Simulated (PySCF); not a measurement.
Vertical excitations of a molecule C5H8O from TDA-PBE/def2-SVPD run with PySCF, as energy in eV (oscillator strength): 3.90 (0.015), 4.59 (0.009), 5.36 (0.046), 6.00 (0.004), 6.54 (0.047), 6.62 (0.042), 6.75 (0.026), 6.92 (0.035), 6.97 (0.009), 7.00 (0.037). Lowest triplet (TDA): 3.29 eV. Coordinates come from a ωB97X-D3(BJ)/def2-SVP optimisation. Other conformers were not sampled.

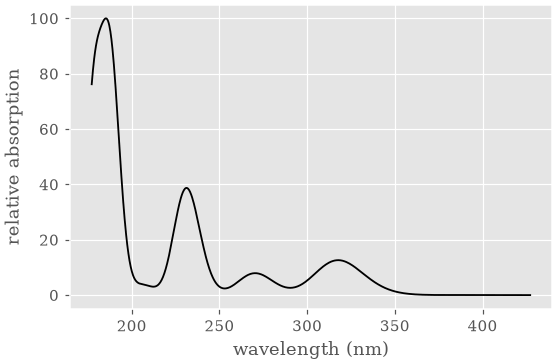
Fig. 1. The lines broadened by 0.4 eV.

Task: Identify the compound among the candidates.
A. C=C(C)CC=O
B. CC1CC(=O)C1
C. C#CCOCC
D. C=CO/C=C/C

Result: A, C=C(C)CC=O
